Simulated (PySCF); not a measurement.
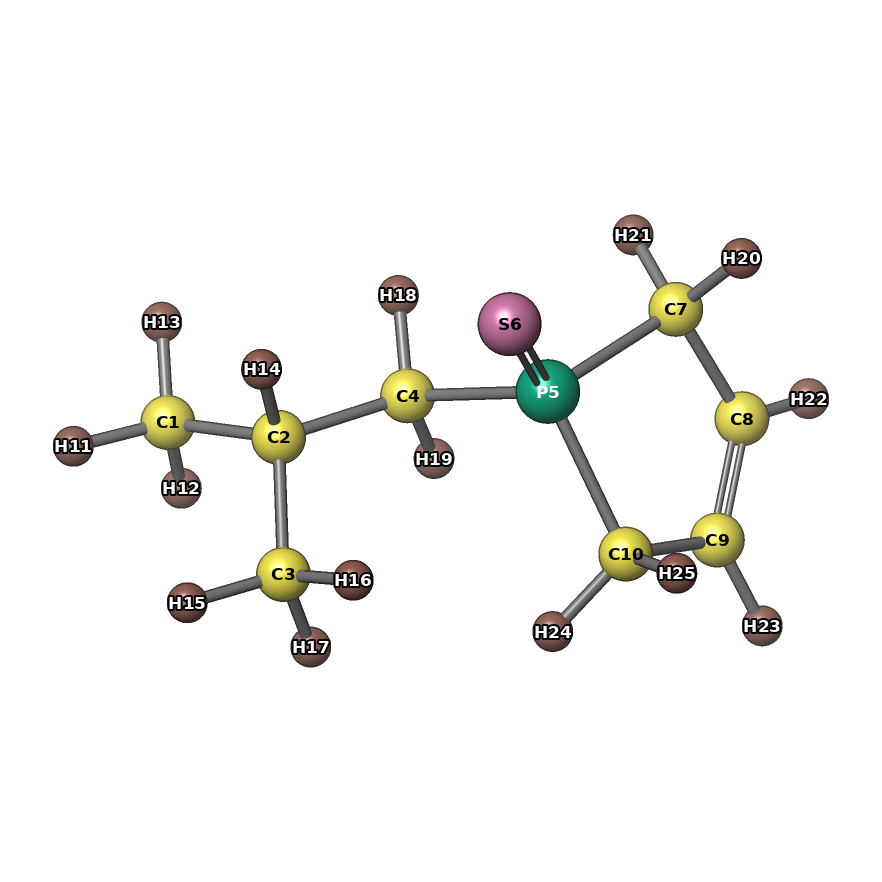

Computed geometry: PBE0-D3(BJ)/def2-SVP optimisation. No frequency run is at hand to confirm it as a minimum. Method: GIAO PBE0/pcSseg-1 NMR shielding, non-relativistic, gas phase (PySCF 2.14.0), and the same with a continuum solvent (IEF-PCM, Bondi radii x 1.2, gas-phase geometry).

How do dipole (D), HOMO–LUMO gap (eV), σ(S6) (ppm), σ(P5) (ppm), σ(H21) (ppm) change in acetone (ε = 20.5), dimethylsulfoxide (ε = 46.8)?

| medium | dipole (D) | HOMO–LUMO gap (eV) | σ(S6) (ppm) | σ(P5) (ppm) | σ(H21) (ppm) |
| --- | --- | --- | --- | --- | --- |
| gas phase | 4.47 | 6.12 | 751.8 | 266.9 | 29.05 |
| acetone | 6.54 | 6.78 | 787.8 | 263.1 | 28.62 |
| dimethylsulfoxide | 6.67 | 6.81 | 789.4 | 263.0 | 28.59 |
